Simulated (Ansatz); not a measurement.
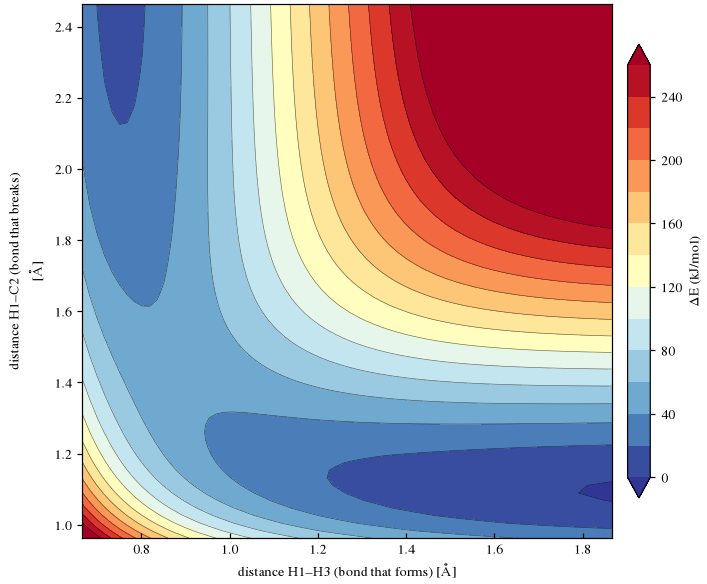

Energy landscape of the reacting system CH5 (fragments CH₄ + H where the first distance is long, H₂ + CH₃ where the second is long), spin multiplicity 2. The first coordinate is: distance H1–H3 (bond that forms); the second: distance H1–C2 (bond that breaks). Relaxed at each point: all other coordinates. The scan uses a 13 × 13 grid. Points are written as (first, second). All energies are given in kJ/mol relative to the lowest grid point. Method: UKS PBE0-D4/def2-TZVP (Ansatz 0.2.0).

Drawn: filled contours, one colour for all values above the top of the scale. Between grid points the surface is interpolated. 

Q: Describe this landscape.

A: The lowest grid point is at (1.866 Å, 1.123 Å). It lies in a valley that leaves the map towards separated partners. The highest grid point, (1.866 Å, 2.463 Å), lies 377 kJ/mol above the lowest. On the interpolated surface the lowest path from the side where the first distance is long, about (1.87 Å, 1.09 Å), to the side where the second distance is long, about (0.75 Å, 2.46 Å), has its top at (0.878 Å, 1.465 Å), about 46 kJ/mol above the start and 29 kJ/mol above the end.

The input of one point:

```yaml
crystal:
  periodic: [false, false, false]
  atoms:
    - { symbol: H, position_ang: [0.496377, 0.03331, -0.332924] }
    - { symbol: C, position_ang: [-0.434804, -0.02923, 0.291672] }
    - { symbol: H, position_ang: [2.043644, 0.137499, -1.370741] }
    - { symbol: H, position_ang: [-0.721592, 0.990743, 0.544985] }
    - { symbol: H, position_ang: [-1.195272, -0.522343, -0.31272] }
    - { symbol: H, position_ang: [-0.188255, -0.609876, 1.17983] }
magnetization:
  spin_polarized: true
  initial_magnetization: 1
basis:
  gaussian: { orbitals: def2-TZVP }
hamiltonian:
  xc: pbe0
  dispersion: d4
output:
  forces: true
relax:
  f_tol: 0.02
  max_steps: 50
  escape_saddle: false
  constraints: [{ distance: [0, 2] }, { distance: [0, 1] }]
```

Each point was launched as `ansatz run input.yaml --threads 1 --pin off --max-ram 2560MiB --backend cpu --events-out ev --progress --plain --runs-dir out`. Time for the 169 points that were run: 15 min on 1 thread of Arm Neoverse V1, with other jobs on the host.
